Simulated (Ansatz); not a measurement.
```cif
data_structure
_symmetry_space_group_name_H-M 'P 1'
_symmetry_Int_Tables_number 1
_cell_length_a 7.0764
_cell_length_b 7.0764
_cell_length_c 3.4547
_cell_angle_alpha 90.000
_cell_angle_beta 90.000
_cell_angle_gamma 120.000
_cell_volume 149.82
loop_
_atom_site_label
_atom_site_type_symbol
_atom_site_fract_x
_atom_site_fract_y
_atom_site_fract_z
_atom_site_occupancy
Y1 Y 0.36305 0.00000 0.00000 1
Y2 Y 0.00000 0.36305 0.00000 1
Y3 Y 0.63695 0.63695 0.00000 1
Ta1 Ta 0.00000 0.00000 0.50000 1
F1 F 0.33333 0.66667 0.00000 1
F2 F 0.66667 0.33333 0.00000 1
```

Space group P-62m; a generated structure, not necessarily the stable one; changed on purpose from its base cell (volume × 1.03, shape and atoms relaxed).

These are results of DFT PBE, scalar-relativistic, plane waves, PAW in Ansatz, not measurements.

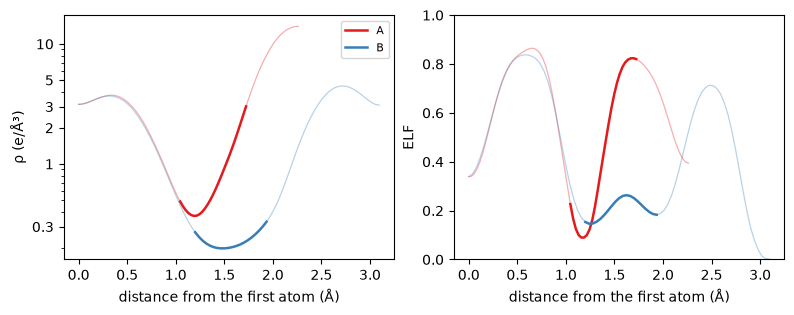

Y3TaF2. Valence charge density (pseudo) and electron localisation function along straight lines between neighbouring atoms. Thin, pale parts lie inside the atomic spheres.

Core electrons are frozen (PAW), and the valence fields are smoothed inside the atomic spheres.

> Which curve belongs to which contact (Y–F and Y–Ta)? The first atom named is at distance zero.

Curve A: Y–F (2.26 Å): ρ at the midpoint is about 0.39 e/Å³; the ELF is about 0.10 at the midpoint; no shared electron pair shows on this line. Curve B: Y–Ta (3.10 Å): ρ is about 0.2 e/Å³ halfway; the ELF is about 0.25 at the midpoint; no shared electron pair shows on this line.
